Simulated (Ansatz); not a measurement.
**CoSi2: 1 layer**

Take CoSi₂ (space group Fm-3m, No. 225; a = 5.315 Å; non-magnetic) as the base. Axes: x, y, z lie along the cube axes.

It is then changed as follows: a free-standing slab of 1 layer (3 atoms, 3 a layer) is cut normal to [111], with 15 Å of vacuum and the in-plane cell held at bulk.

Calculations: r2SCAN in Ansatz (plane waves to 500 eV, PAW, scalar-relativistic without spin-orbit coupling). k-mesh 14×14×1 (Γ-centred); smearing 0.05 eV (Fermi–Dirac), for the changed cell.

```json
[
 {"quantity": "layer's space group (with vacuum)", "base": "–", "changed": "P-3m1 (No. 164)", "shift": "–"},
 {"quantity": "shortest interatomic distance", "base": "2.301 Å", "changed": "2.246 Å", "shift": "-0.0557 Å"},
 {"quantity": "band gap", "base": "zero", "changed": "zero", "shift": "–"},
 {"quantity": "thickness between the outermost nuclei", "base": "–", "changed": "1.16 Å", "shift": "–"},
 {"quantity": "change of the spacing d12 from its bulk value of 0.767 Å", "base": "–", "changed": "-24.5 %", "shift": "–"}
]
```

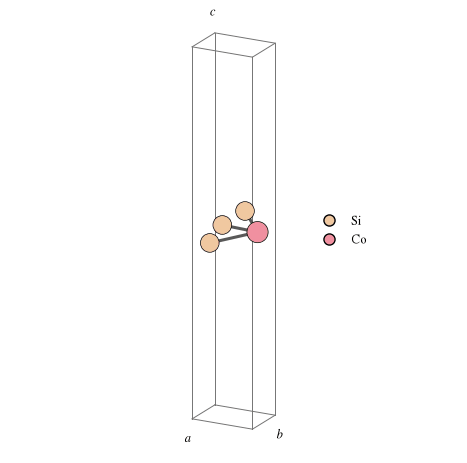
Fig. 1. The relaxed cell after the change

Stability against distortions was not tested. Seeded moments were not kept for the base. The final runs are not spin-polarised. An odd electron count without spin: CoSi2.

Ansatz is a program for electronic structure.
